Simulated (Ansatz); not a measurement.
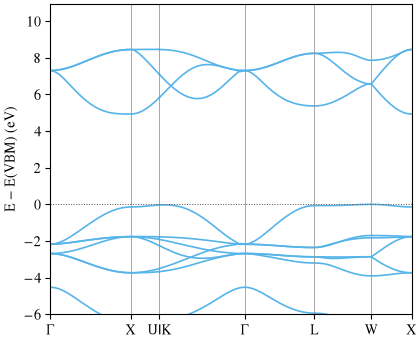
Figure: Band structure from r²SCAN in the plane-wave PAW code Ansatz

Question: Read off the gap and where the band edges lie.

Answer: About 4.9 eV (4.93 eV by a search for the band edges); maximum at W, minimum at X.

The material is PbF2 (fluorite, Fm-3m).

The r²SCAN relaxation kept the symmetry of its start; phonons on a q-mesh show no instability. Scalar-relativistic: spin–orbit coupling is off unless named, which matters more the heavier the elements.

Potentials: the later of the program's two PAW sets.
